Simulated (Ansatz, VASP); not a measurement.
**Hf3Ti in two plane-wave programs**

Wanted: the spread between two codes on one cell, functional and k mesh. The cell is invented: other elements were put on sites of a known structure type. It may not be a known or stable phase. The cell is taken from a series of runs on this material, whose earlier steps may have relaxed or scaled it; both programs get it as it stands.

Calculated with Ansatz 0.2.0; plane waves, with VASP 6.6.1 beside it; electric field gradients at PBEsol.

**1. Starting point**

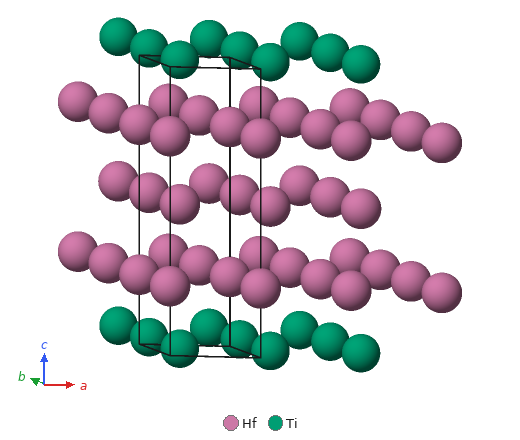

The cell as given, slightly off an axis (hafnium pink, titanium teal). 3×3×1 cells are drawn. Some periodic images of atoms are drawn too.

**2. VASP: electric field gradients, PBEsol**

Field gradients test the density near the nuclei, where the PAW reconstruction matters most.

Lines of VASP's logs that name or quote its potential files are left out, and so is its time.

The input, INCAR:

```
SYSTEM = Hf3Ti
PREC = Accurate
ENCUT = 620
EDIFF = 1E-06
NELM = 100
ISMEAR = 1
SIGMA = 0.2
LREAL = .FALSE.
ALGO = Normal
GGA = PS
NBANDS = 30
LASPH = .TRUE.
LORBIT = 11
LWAVE = .FALSE.
LCHARG = .FALSE.
KPAR = 2
ISIF = 2
LEFG = .TRUE.
```

The input, POSCAR:

```
Hf3Ti
1.0
    3.1007638671      0.0000000000      0.0000000000
   -1.5503819285      2.6853402810      0.0000000000
    0.0000000000      0.0000000000      9.8015148450
Hf Ti
3 1
Direct
    0.3333333300      0.6666666700      0.5000000000
    0.0000000000      0.0000000000      0.7596028180
    0.0000000000      0.0000000000      0.2403971820
    0.3333333300      0.6666666700      0.0000000000
```

The input, KPOINTS:

```
Automatic mesh
0
Gamma
7 7 2
0 0 0
```

Potentials, in the order of the species: Hf_sv_GW and Ti_sv_GW (PBE family, release 64).

Launch:

```sh
$ mpirun -np 2 vasp_std
```

Numbers of over 12 decimals in the logs are rounded to 6 here.

The log of the run:

```text
[banner, memory and clock lines left out]
running    2 mpi-ranks, on    1 nodes
 distrk:  each k-point on    1 cores,    2 groups
 distr:  one band on    1 cores,    1 groups

 POSCAR found type information on POSCAR HfTi
 POSCAR found :  2 types and       4 ions
|                                                                             |
|               ----> ADVICE to this user running VASP <----                  |
|                                                                             |
|     You enforced a specific xc type in the INCAR file but a different       |
|     [... a line on the potential file left out ...]
|     I HOPE YOU KNOW WHAT YOU ARE DOING!                                     |
|                                                                             |

 LDA part: xc-table for (Slater+PW92), standard interpolation
 POSCAR, INCAR and KPOINTS ok, starting setup
 FFT: planning ... GRIDC
 FFT: planning ... GRID_SOFT
 FFT: planning ... GRID
 WAVECAR not read
 entering main loop
       N       E                     dE             d eps       ncg     rms          rms(c)
DAV:   1     0.741885519662E+03    0.74189E+03   -0.29197E+04  1170   0.187E+03
DAV:   2     0.182104471036E+02   -0.72368E+03   -0.70693E+03  1728   0.716E+02
DAV:   3    -0.523560936680E+02   -0.70567E+02   -0.68009E+02  1640   0.206E+02
DAV:   4    -0.550919702394E+02   -0.27359E+01   -0.25051E+01  1506   0.309E+01
DAV:   5    -0.552903583833E+02   -0.19839E+00   -0.18685E+00  1286   0.637E+00    0.285E+02
DAV:   6    -0.544964853790E+02    0.79387E+00   -0.29825E+01  1560   0.573E+01    0.145E+02
DAV:   7    -0.127650492151E+03   -0.73154E+02   -0.87245E+02  1604   0.330E+02    0.560E+01
DAV:   8    -0.766097498533E+02    0.51041E+02   -0.40794E+01  1430   0.460E+01    0.758E+01
DAV:   9    -0.594563437985E+02    0.17153E+02   -0.20478E+01  1576   0.225E+01    0.512E+01
DAV:  10    -0.569768793933E+02    0.24795E+01   -0.16351E+00  1616   0.773E+00    0.417E+01
DAV:  11    -0.510698296735E+02    0.59070E+01   -0.10337E+01  1408   0.204E+01    0.126E+01
DAV:  12    -0.512007521026E+02   -0.13092E+00   -0.87380E-01  1476   0.468E+00    0.150E+01
DAV:  13    -0.508677169895E+02    0.33304E+00   -0.35684E-01  1672   0.694E+00    0.155E+01
DAV:  14    -0.513477285431E+02   -0.48001E+00   -0.86997E+00  1672   0.237E+01    0.170E+01
[...]
DAV:  20    -0.505066509071E+02    0.42492E-02   -0.12334E-02  1596   0.997E-01    0.276E-01
DAV:  21    -0.505077077517E+02   -0.10568E-02   -0.23543E-03  1652   0.462E-01    0.400E-01
DAV:  22    -0.505068845406E+02    0.82321E-03   -0.11166E-03  1612   0.354E-01    0.282E-01
DAV:  23    -0.505065726017E+02    0.31194E-03   -0.10368E-03  1364   0.277E-01    0.653E-02
DAV:  24    -0.505065710246E+02    0.15770E-05   -0.75207E-05  1528   0.805E-02    0.593E-02
DAV:  25    -0.505065681665E+02    0.28582E-05   -0.46142E-06   986   0.175E-02    0.385E-02
DAV:  26    -0.505065651778E+02    0.29887E-05   -0.27151E-05  1308   0.559E-02    0.133E-02
DAV:  27    -0.505065649948E+02    0.18304E-06   -0.53816E-07   746   0.132E-02
ion   1
     0.0000000     0.0000006     0.0000000    -0.7830147    -0.0000000    -0.0000001
     0.0000654     0.0000006     0.0000000    -0.7830147    -0.0000000    -0.0000001
     0.0000901     0.0000006     0.0000000    -0.7830147    -0.0000000    -0.0000001
     0.0001241     0.0000006     0.0000000    -0.7830147    -0.0000000    -0.0000001
     0.0001709     0.0000006     0.0000000    -0.7830146    -0.0000000    -0.0000001

     0.0000000     0.0000495     0.0000000   -38.4853865    -0.0000000    -0.0000094
     0.0000654     0.0000494     0.0000000   -38.4545887    -0.0000000    -0.0000093
     0.0000901     0.0000494     0.0000000   -38.4394274    -0.0000000    -0.0000093
     0.0001241     0.0000494     0.0000000   -38.4160154    -0.0000000    -0.0000093
     0.0001709     0.0000493     0.0000000   -38.3800124    -0.0000000    -0.0000093

ion   2
     0.0000000     0.0000006     0.0000000    -1.2108685    -0.0000000    -0.0000001
     0.0000654     0.0000006     0.0000000    -1.2108685    -0.0000000    -0.0000001
     0.0000901     0.0000006     0.0000000    -1.2108685    -0.0000000    -0.0000001
     0.0001241     0.0000006     0.0000000    -1.2108684    -0.0000000    -0.0000001
     0.0001709     0.0000006     0.0000000    -1.2108684    -0.0000000    -0.0000001

     0.0000000     0.0000495     0.0000000   -63.7337685    -0.0000000    -0.0000094
     0.0000654     0.0000495     0.0000000   -63.6821477    -0.0000000    -0.0000094
     0.0000901     0.0000494     0.0000000   -63.6568027    -0.0000000    -0.0000093
     0.0001241     0.0000494     0.0000000   -63.6177064    -0.0000000    -0.0000093
     0.0001709     0.0000494     0.0000000   -63.5576483    -0.0000000    -0.0000093

ion   3
     0.0000000     0.0000006    -0.0000000    -1.2108685     0.0000000    -0.0000001
     0.0000654     0.0000006    -0.0000000    -1.2108685     0.0000000    -0.0000001
     0.0000901     0.0000006    -0.0000000    -1.2108685     0.0000000    -0.0000001
     0.0001241     0.0000006    -0.0000000    -1.2108684     0.0000000    -0.0000001
     0.0001709     0.0000006    -0.0000000    -1.2108684     0.0000000    -0.0000001

     0.0000000     0.0000495    -0.0000000   -63.7337685     0.0000000    -0.0000094
     0.0000654     0.0000495    -0.0000000   -63.6821477     0.0000000    -0.0000094
     0.0000901     0.0000494    -0.0000000   -63.6568027     0.0000000    -0.0000093
     0.0001241     0.0000494    -0.0000000   -63.6177064     0.0000000    -0.0000093
     0.0001709     0.0000494    -0.0000000   -63.5576483     0.0000000    -0.0000093

ion   4
     0.0000000     0.0000009    -0.0000000    -2.6396675    -0.0000000    -0.0000002
     0.0000422     0.0000009    -0.0000000    -2.6396675    -0.0000000    -0.0000002
     0.0000581     0.0000009    -0.0000000    -2.6396674    -0.0000000    -0.0000002
     0.0000800     0.0000009    -0.0000000    -2.6396673    -0.0000000    -0.0000002
     0.0001102     0.0000009    -0.0000000    -2.6396672    -0.0000000    -0.0000002

     0.0000000     0.0000127     0.0000000    -9.2920278     0.0000000    -0.0000024
     0.0000422     0.0000127     0.0000000    -9.2918938     0.0000000    -0.0000024
     0.0000581     0.0000127     0.0000000    -9.2918112     0.0000000    -0.0000024
     0.0000800     0.0000127     0.0000000    -9.2916731     0.0000000    -0.0000024
     0.0001102     0.0000127     0.0000000    -9.2914433     0.0000000    -0.0000024

   1 F= -.50506565E+02 E0= -.50507480E+02  d E =0.274621E-02
```

Parts of OUTCAR (step 2):

```text
ion  position               nearest neighbor table
   1  0.333  0.667  0.500-   2 3.11   3 3.11   2 3.11   3 3.11   2 3.11   3 3.11
   2  0.000  0.000  0.760-   4 2.96   4 2.96   4 2.96   1 3.11   1 3.11   1 3.11
   3  0.000  0.000  0.240-   4 2.96   4 2.96   4 2.96   1 3.11   1 3.11   1 3.11
   4  0.333  0.667  0.000-   2 2.96   3 2.96   2 2.96   3 2.96   2 2.96   3 2.96

  LATTYP: Found a hexagonal cell.
 ALAT       =     3.1007638671
 C/A-ratio  =     3.1610000842

 Subroutine GETGRP returns: Found 12 space group operations
 (whereof 12 operations were pure point group operations)

The static configuration has the point symmetry D_3h.

 Found     16 irreducible k-points:

   k-points           NKPTS =     16   k-points in BZ     NKDIM =     16   number of bands    NBANDS=     30

   dimension x,y,z NGX =    28 NGY =   28 NGZ =   80
   dimension x,y,z NGXF=    56 NGYF=   56 NGZF=  160

   ENCUT  =  620.0 eV  45.57 Ry    6.75 a.u.   6.30  6.30 19.90*2*pi/ulx,y,z

   NELECT =      48.0000    total number of electrons

 k-points in reciprocal lattice and weights: Automatic mesh
   0.00000000  0.00000000  0.00000000       0.010
   0.14285714 -0.00000000  0.00000000       0.061
   0.28571429 -0.00000000  0.00000000       0.061
   0.42857143 -0.00000000  0.00000000       0.061
   0.14285714  0.14285714  0.00000000       0.061
   0.28571429  0.14285714  0.00000000       0.122
   0.42857143  0.14285714  0.00000000       0.061
   0.28571429  0.28571429  0.00000000       0.061
   0.00000000  0.00000000  0.50000000       0.010
[...]
0.42857143  0.14285714  0.50000000       0.061
   0.28571429  0.28571429  0.50000000       0.061

 average (electrostatic) potential at core
       1 -82.2755       2 -82.2407       3 -82.2407       4 -94.7298

 E-fermi :   8.9647

 k-point     1 :       0.0000    0.0000    0.0000
  band No.  band energies     occupation
    ...
     18       3.3326      2.00000
     19       3.9301      2.00000
     20       5.5093      2.00000
     21       8.9339      1.25701
     22       9.0084      0.63939
     23       9.5074     -0.00085
     24       9.5074     -0.00085
     25       9.7360     -0.00000
     26       9.7360     -0.00000
     27       9.8464     -0.00000
    ...

 k-point     2 :       0.1429   -0.0000    0.0000
  band No.  band energies     occupation
    ...
     20       6.0014      2.00000
     21       8.5589      2.01456
     22       8.5605      2.01493
     23       8.9260      1.32038
     24       9.0068      0.65198
     25       9.5480     -0.00030
     26       9.7497     -0.00000
     27       9.8192     -0.00000
     28       9.9388     -0.00000
     29      10.1945     -0.00000
    ...

 k-point     3 :       0.2857   -0.0000    0.0000
  band No.  band energies     occupation
    ...
     20       6.7129      2.00000
     21       7.5529      2.00000
     22       8.0876      2.00000
     23       8.1150      2.00000
     24       8.3079      2.00004
     25       9.3261     -0.02829
     26       9.4938     -0.00118
     27       9.6527     -0.00001
     28       9.7766     -0.00000
     29      10.1080     -0.00000
    ...

  Total        0.0806671      0.0806671      0.1265167      0.0000000      0.0000000      0.0000000
  in kB        1.5836014      1.5836014      2.4836895      0.0000000      0.0000000      0.0000000
  external PRESSURE =       1.8836308 kB  Pullay stress =       0.0000000 kB

  energy-cutoff  :      620.00
  volume of cell :       81.61
      direct lattice vectors                 reciprocal lattice vectors
     3.100763867  0.000000000  0.000000000     0.322501178  0.186196141  0.000000000
    -1.550381929  2.685340281  0.000000000     0.000000000  0.372392284  0.000000000
     0.000000000  0.000000000  9.801514845     0.000000000  0.000000000  0.102025046

 POSITION                                       TOTAL-FORCE (eV/Angst)
 -----------------------------------------------------------------------------------
     -0.00000      1.79023      4.90076         0.000000     -0.000000      0.000000
      0.00000      0.00000      7.44526        -0.000000      0.000000      0.016793
      0.00000      0.00000      2.35626        -0.000000      0.000000     -0.016793
     -0.00000      1.79023      0.00000        -0.000000      0.000000      0.000000
 -----------------------------------------------------------------------------------
    total drift:                                0.000094     -0.000054     -0.000000

  FREE ENERGIE OF THE ION-ELECTRON SYSTEM (eV)
  ---------------------------------------------------
  free  energy   TOTEN  =       -50.5065649948 eV

  energy  without entropy=      -50.5093112004  energy(sigma->0) =      -50.50748040

 Electric field gradients after diagonalization (V/A^2)
 (convention: |V_zz| > |V_xx| > |V_yy|)
----------------------------------------------------------------------
 ion       V_xx      V_yy      V_zz     asymmetry (V_yy - V_xx)/ V_zz
----------------------------------------------------------------------
   1     -24.288   -24.288    48.575       0.000
   2     -40.181   -40.180    80.362       0.000
   3     -40.181   -40.180    80.362       0.000
   4      -6.325    -6.325    12.650       0.000
----------------------------------------------------------------------

 total charge
# of ion       s       p       d       f       tot
--------------------------------------------------
    1        4.741   5.961   1.417   0.013  12.132
    2        4.774   5.962   1.413   0.014  12.163
    3        4.774   5.962   1.413   0.014  12.163
    4        2.248   5.968   1.623   0.002   9.841
--------------------------------------------------
tot         16.538  23.854   5.865   0.043  46.299

[... 3 further parts left out ...]
```

The run ends at a pressure of 0.19 GPa, with forces up to 0.017 eV/Å.

(Part 1 of 2 ends here.)

[Lines on the potential files, build, host, timing and source positions are cut from VASP's logs without a mark.]

[Logs are printed without paths, hosts, clocks, repeated set-up lines and the standing remarks that a program may print on its own settings, such as how far it seeks lower states.]

[Hosts, paths, dates, database ids (printed as entryN), source tags and the programs' standing remarks are cut or masked in the printed files.]
